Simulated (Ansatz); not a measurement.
# One shape, several levels: triplet SiNH4F

We compute a comparison of 6 runs (U-wB97X/aug-cc-pVDZ, UB3LYP/aug-cc-pVDZ, UHSE06/aug-cc-pVDZ, UPBE/aug-cc-pVDZ, RPA@PBE/aug-cc-pVDZ, UMP2/aug-cc-pVDZ) of triplet SiNH4F. 

The calculation is run with Ansatz 0.2.0.

67 further runs of the same task are left out: 67 set aside as unsound or not needed.

## (1) The molecule

SiNH4F has 7 atoms, charge 0, and is taken as a triplet. As SMILES of the parent species, `N[SiH2]F`. The coordinates come from a PBE0-D4/def2-TZVP relaxation. This is one conformer, not always the lowest. That shape belongs to the parent species and isn't relaxed for this state.

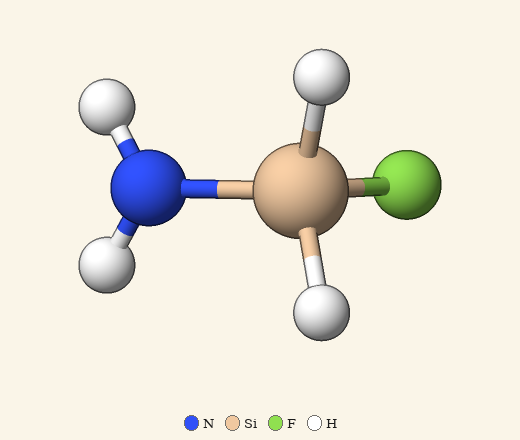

The structure, seen from a chosen angle (nitrogen blue, silicon light orange, fluorine green, hydrogen white).

## (2) A single-point energy at U-wB97X/aug-cc-pVDZ (run 1)

run.yaml reads:

```yaml
crystal:
  periodic: [false, false, false]
  atoms:
    - symbol: N
      position_ang: [-0.761500, 0.339000, -0.625200]
    - symbol: Si
      position_ang: [0.531100, -0.115700, 0.373400]
    - symbol: F
      position_ang: [0.515100, -1.653900, 0.829800]
    - symbol: H
      position_ang: [-0.786600, 0.105100, -1.603600]
    - symbol: H
      position_ang: [-1.682200, 0.513500, -0.258400]
    - symbol: H
      position_ang: [0.455900, 0.676200, 1.620700]
    - symbol: H
      position_ang: [1.789400, 0.068000, -0.382300]
basis:
  gaussian:
    orbitals: aug-cc-pVDZ
magnetization:
  spin_polarized: true
  initial_magnetization: 2
hamiltonian:
  xc: {name: wB97X}
accuracy: high
output: {orbitals: {seedname: orbitals}}
```

Command:

```bash
$ ansatz run run.yaml --threads 1 --pin off --max-ram 3480MiB --events-out events.jsonl --progress --plain --runs-dir runs
```

The program printed:

```text
Warning: RAYON_NUM_THREADS=1 ignored (pool sized by the plan → 1); use --threads N
Functional definition: wB97X
  name "wB97X"
  parameter omega = 0.3/bohr
  parameter cx = 0.157706
  parameter cx1 = 0.726479
  parameter cx2 = 1.04760
  parameter cx3 = -5.70635
  parameter cx4 = 13.2794
  parameter css1 = -4.33879
  parameter css2 = 18.2308
  parameter css3 = -31.7430
  parameter css4 = 17.2901
  parameter cos1 = 2.37031
  parameter cos2 = -11.3995
  parameter cos3 = 6.58405
  parameter cos4 = -3.78132
  exchange = spin_sum(e_x_unif_sr(omega)*poly(b97_u_x, 1 - cx, cx1, cx2, cx3, cx4)) + cx*exact_x_sr(omega)
      + exact_x_lr(omega)
  correlation = spin_sum(e_c_pw_same_spin*poly(b97_u_same, 1, css1, css2, css3, css4))
      + integral(e_c_pw_opposite_spin*poly(b97_u_opposite, 1, cos1, cos2, cos3, cos4))
2219 factors; integrals over basis functions are off by at most 3.5e-9 eV
472 factors; integrals over basis functions are off by at most 2.3e-9 eV
mean field evaluation 1: about -12134.4347 eV, gradient 4.3e1 eV
mean field evaluation 2: about -12126.1556 eV, gradient 6.0e1 eV
mean field evaluation 4: about -12142.2363 eV, gradient 5.9e0 eV
mean field evaluation 8: about -12142.5690 eV, gradient 9.5e-1 eV
mean field evaluation 16: about -12144.5353 eV, gradient 3.9e-1 eV
mean field evaluation 32: about -12143.7910 eV, gradient 3.4e0 eV
mean field -12144.54915549 eV, -446.3039495934 hartree, gradient 2.1e-8 eV, S^2 2.003681; 4 other end points of the search recorded, 0 dependent functions left out
reference -12144.54915806 eV, -446.3039496876 hartree; 18, 16 occupied and 91, 93 virtual orbitals, 2219 factors
Total energy: -12144.54915806 eV, -446.3039496876 hartree
```

Run time: 32 s. Hardware: 1 thread of Intel Xeon 6975P-C (Granite Rapids), shared host; peak memory 0.92 GiB.

## (3) The energy at UB3LYP/aug-cc-pVDZ (run 2)

in.yaml reads:

```yaml
crystal:
  periodic: [false, false, false]
  atoms:
    - {symbol: N, position_ang: [-0.761500, 0.339000, -0.625200]}
    - {symbol: Si, position_ang: [0.531100, -0.115700, 0.373400]}
    - {symbol: F, position_ang: [0.515100, -1.653900, 0.829800]}
    - {symbol: H, position_ang: [-0.786600, 0.105100, -1.603600]}
    - {symbol: H, position_ang: [-1.682200, 0.513500, -0.258400]}
    - {symbol: H, position_ang: [0.455900, 0.676200, 1.620700]}
    - {symbol: H, position_ang: [1.789400, 0.068000, -0.382300]}
basis:
  gaussian:
    orbitals: aug-cc-pVDZ
magnetization:
  spin_polarized: true
  initial_magnetization: 2
hamiltonian:
  xc: {name: B3LYP}
accuracy: high
output: {orbitals: {seedname: orbitals}}
```

Command:

```bash
$ ansatz run in.yaml --threads 1 --pin off --max-ram 3480MiB --events-out events.jsonl --progress --plain --runs-dir runs
```

The program printed:

```text
Warning: RAYON_NUM_THREADS=1 ignored (pool sized by the plan → 1); use --threads N
Functional definition: B3LYP
  name "B3LYP"
  parameter a0 = 0.2
  parameter ax = 0.72
  parameter ac = 0.81
  exchange = (1 - a0 - ax)*slater_x + ax*b88_x + a0*exact_x
  correlation = (1 - ac)*vwn_rpa_c + ac*lyp_c
2219 factors; integrals over basis functions are off by at most 3.5e-9 eV
mean field evaluation 1: about -12133.9055 eV, gradient 5.2e1 eV
mean field evaluation 2: about -12089.0257 eV, gradient 9.5e1 eV
mean field evaluation 4: about -12141.4651 eV, gradient 3.0e1 eV
mean field evaluation 8: about -12146.7005 eV, gradient 1.5e0 eV
mean field evaluation 16: about -12146.7788 eV, gradient 1.3e-3 eV
mean field evaluation 32: about -12145.3282 eV, gradient 5.5e0 eV
mean field -12146.77880419 eV, -446.3858876715 hartree, gradient 5.2e-8 eV, S^2 2.002717; 3 other end points of the search recorded, 0 dependent functions left out
reference -12146.77884181 eV, -446.3858890542 hartree; 18, 16 occupied and 91, 93 virtual orbitals, 2219 factors
Total energy: -12146.77884181 eV, -446.3858890542 hartree
```

Run time: 9.9 s. Hardware: 1 thread of Intel Xeon 6975P-C (Granite Rapids), shared host; peak memory 0.5 GiB.

Runs 3 to 5 aren't shown in full; the table further down has their settings and results.

## (4) A single-point energy at UMP2/aug-cc-pVDZ (run 6)

run.yaml reads:

```yaml
crystal:
  periodic: [false, false, false]
  atoms:
    - {symbol: "N", position_ang: [-0.761500, 0.339000, -0.625200]}
    - {symbol: Si, position_ang: [0.531100, -0.115700, 0.373400]}
    - {symbol: F, position_ang: [0.515100, -1.653900, 0.829800]}
    - {symbol: H, position_ang: [-0.786600, 0.105100, -1.603600]}
    - {symbol: H, position_ang: [-1.682200, 0.513500, -0.258400]}
    - {symbol: H, position_ang: [0.455900, 0.676200, 1.620700]}
    - {symbol: H, position_ang: [1.789400, 0.068000, -0.382300]}
basis:
  gaussian:
    orbitals: aug-cc-pVDZ
magnetization:
  spin_polarized: true
  initial_magnetization: 2
correlation:
  method: mp2
  frozen_orbitals: {F: 1, H: 0, "N": 1, Si: 5}
accuracy: high
```

Command:

```bash
$ ansatz run run.yaml --threads 1 --pin off --max-ram 3480MiB --events-out events.jsonl --progress --plain --runs-dir runs
```

The program printed (excerpt; [...] marks lines left out):

```text
Warning: RAYON_NUM_THREADS=1 ignored (pool sized by the plan → 1); use --threads N
Functional definition: HF
  name "HF"
[...]
2219 factors; integrals over basis functions are off by at most 3.5e-9 eV
[...]
mean field -12110.59490568 eV, -445.0561539275 hartree, gradient 3.0e-8 eV, S^2 2.007883; 14 other end points of the search recorded, 0 dependent functions left out
7 core orbitals not correlated: weight in the atoms' cores, before any rotation towards them, 1.000 or more for the frozen orbitals, at most 0.000 for the correlated occupied ones
reference -12110.59490568 eV, -445.0561539275 hartree; 11, 9 occupied and 91, 93 virtual orbitals, 2219 factors
second order -12.37840556 eV of doubles, -0.00000000 eV of singles
Total energy: -12122.97331124 eV, -445.5110519416 hartree
```

Wall time 15 s (1 thread of Intel Xeon 6975P-C (Granite Rapids), shared host); peak memory 0.46 GiB.

## (5) Overview of the runs

| run | level | frozen core orbitals | energy (Eh) | HOMO energy (eV) | ⟨S²⟩ | wall time |
| --- | --- | --- | --- | --- | --- | --- |
| 1 | U-wB97X/aug-cc-pVDZ | – | -446.303950 | -4.12 | 2.004 | 32 s |
| 2 | UB3LYP/aug-cc-pVDZ | – | -446.385889 | -2.81 | 2.003 | 9.9 s |
| 3 | UHSE06/aug-cc-pVDZ | – | -446.065940 | -2.57 | 2.003 | 11 s |
| 4 | UPBE/aug-cc-pVDZ | – | -446.044152 | -2.38 | 2.002 | 10 s |
| 5 | RPA@PBE/aug-cc-pVDZ | 7 | -445.783061 | – | 2.002 | 18 s |
| 6 | UMP2/aug-cc-pVDZ | 7 | -445.511052 | – | 2.008 | 15 s |

## (6) Summary of results

| quantity | value |
| --- | --- |
| run 6: total energy | -445.51105 Eh |
| run 6: correlation energy (7 core orbitals frozen) | -454.9 mEh |
| run 6: ⟨S²⟩ of the reference determinant | 2.008 |

In words: Totals of different functionals can't be ranked against each other. All runs together took 97 s, the longest 32 s.
